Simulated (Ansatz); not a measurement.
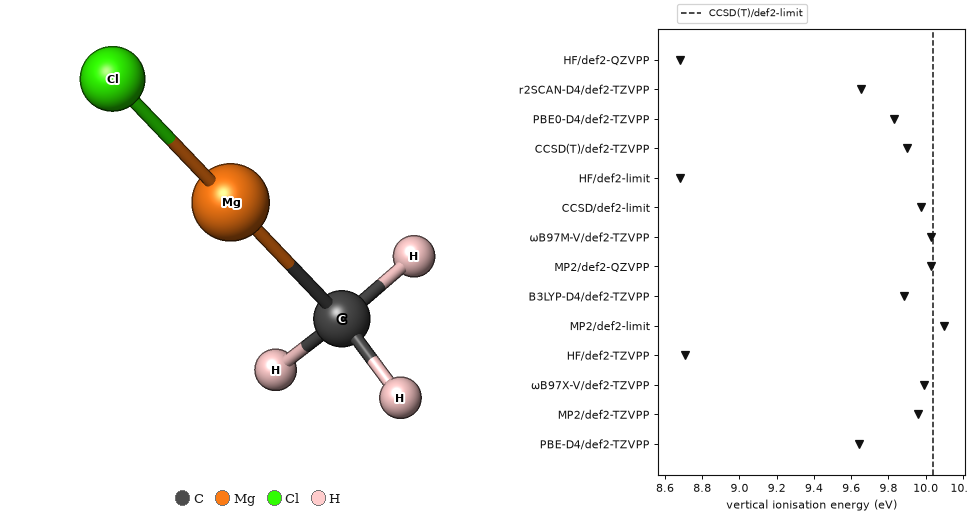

Vertical ionisation energy of CH₃ClMg, SMILES [CH3][Mg][Cl], singlet, taken as the energy of the cation less that of the neutral at fixed geometry (unrestricted doublet cation, cores frozen in correlated methods, no spin-orbit coupling), the Ansatz code, at a PBE0-D4/def2-TZVP geometry (a minimum by its frequencies). Limit means an estimate of the basis limit from triple and quadruple zeta; for coupled cluster it is either extrapolated directly or built as the MP2 limit plus the step from MP2 in triple zeta. The distance of CCSD(T)/def2-TZVPP, MP2/def2-QZVPP and MP2/def2-TZVPP to the limit includes basis error.

Q: Which level comes closest to the line (CCSD(T)/def2-limit), and which misses most?

A: Closest MP2/def2-QZVPP (10.03 eV) and ωB97M-V/def2-TZVPP (10.03 eV), against 10.04 eV; farthest HF/def2-limit (8.68 eV).

Q: Give the values.

A:
```csv
level,eV,less CCSD(T)/def2-limit
HF/def2-QZVPP,8.68,−1.36
r2SCAN-D4/def2-TZVPP,9.65,−0.38
PBE0-D4/def2-TZVPP,9.83,−0.21
CCSD(T)/def2-TZVPP,9.90,−0.14
HF/def2-limit,8.68,−1.36
CCSD/def2-limit,9.97,−0.06
ωB97M-V/def2-TZVPP,10.03,−0.01
MP2/def2-QZVPP,10.03,−0.01
B3LYP-D4/def2-TZVPP,9.88,−0.16
MP2/def2-limit,10.10,0.06
HF/def2-TZVPP,8.71,−1.33
ωB97X-V/def2-TZVPP,9.99,−0.05
MP2/def2-TZVPP,9.96,−0.08
PBE-D4/def2-TZVPP,9.64,−0.40
CCSD(T)/def2-limit,10.04,0.00
```

Limits of at least one run: outer-core shells are correlated without core-valence functions, which makes the correlated values less sure.
